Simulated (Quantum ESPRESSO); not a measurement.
# What a tighter setting buys: K_POINTS, TiAl3 (I4/mmm, 4 atoms in the cell)

```
TiAl3
1.0
   -1.90766     1.90766     4.27297
    1.90766    -1.90766     4.27297
    1.90766     1.90766    -4.27297
Ti Al
1 3
Direct
  0.00000   0.00000   0.00000
  0.50000   0.50000   0.00000
  0.75000   0.25000   0.50000
  0.25000   0.75000   0.50000
```

Level of theory: PBEsol, SSSP 1.1.2 efficiency (PBE) pseudopotentials (plane waves; Quantum ESPRESSO).

Base settings: ecutwfc = 50 Ry; ecutrho = 400 Ry; occupations = smearing; smearing = mp; degauss = 0.019992 Ry; input_dft = pbesol; potentials = {Ti: ti_pbe_v1.4.uspp.F.UPF, Al: Al.pbe-n-kjpaw_psl.1.0.0.UPF}; K_POINTS = automatic 12 12 12 0 0 0; conv_thr = 1e-11 Ry; mixing_beta = 0.3.

Misses are taken against the tightest run, automatic 13 13 13 0 0 0, which need not be fully converged itself. The energy is the free energy per atom.

The count of work is k-points × plane waves × bands × iterations; it is no time, and leaves out set-up, grids and terms that scale otherwise. Core times come from one kind of shared machine and are given to one figure; runs under 30 s give none.

The starting cell comes from a database of computed structures (which also holds hypothetical and non-ambient phases and stackings), without a prior relaxation at this level. Its lattice was rescaled by a random factor within 2.5 % of one. Spin polarisation is off.

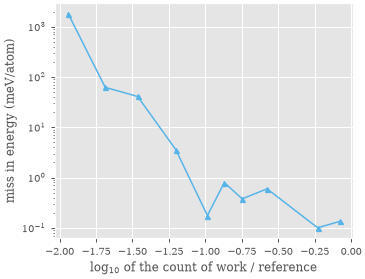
Miss against the count of work; the reference run is not drawn, and misses under 0.1 meV/atom are drawn there.

```
K_POINTS                  energy less reference (meV/atom)  pressure less reference (GPa)  count of work / reference  core time / reference (rough)
------------------------  --------------------------------  -----------------------------  -------------------------  -----------------------------
automatic 1 1 1 0 0 0                              1823.44                          -1.83                      0.011                            0.2
automatic 2 2 2 0 0 0                                62.12                          -0.22                      0.021                            0.2
automatic 3 3 3 0 0 0                                40.89                          -0.08                      0.034                            0.1
automatic 4 4 4 0 0 0                                 3.60                           0.07                      0.063                            0.1
automatic 5 5 5 0 0 0                                 0.18                          -0.01                       0.10                            0.2
automatic 6 6 6 0 0 0                                -0.79                           0.01                       0.13                            0.3
automatic 7 7 7 0 0 0                                -0.38                          -0.01                       0.18                            0.3
automatic 8 8 8 0 0 0                                -0.59                          -0.01                       0.27                            0.4
automatic 10 10 10 0 0 0                              0.07                           0.00                       0.59                            0.7
automatic 12 12 12 0 0 0                              0.13                           0.00                       0.84                            0.9
automatic 13 13 13 0 0 0                              0.00                           0.00                        1.0                              1
```

Coarsest setting among those run that, with all tighter ones, holds the energy within 2 meV/atom of the reference: automatic 5 5 5 0 0 0, off by 0.18 meV/atom; it needs 0.10 of the reference's count of work and about 0.2 of the reference's time.

Coarsest setting among those run that, with all tighter ones, holds the energy within 0.5 meV/atom of the reference: automatic 10 10 10 0 0 0, off by 0.07 meV/atom; its saving against the reference is no more than about a factor of 2 in the count of work. The coarser automatic 5 5 5 0 0 0 also lies inside, but a setting between leaves the range again, so that is luck.

The step from automatic 4 4 4 0 0 0 to automatic 8 8 8 0 0 0: it takes the miss in the energy from 3.6 to 0.59 meV/atom, for 4.2 times the count of work and roughly 3 times the time.
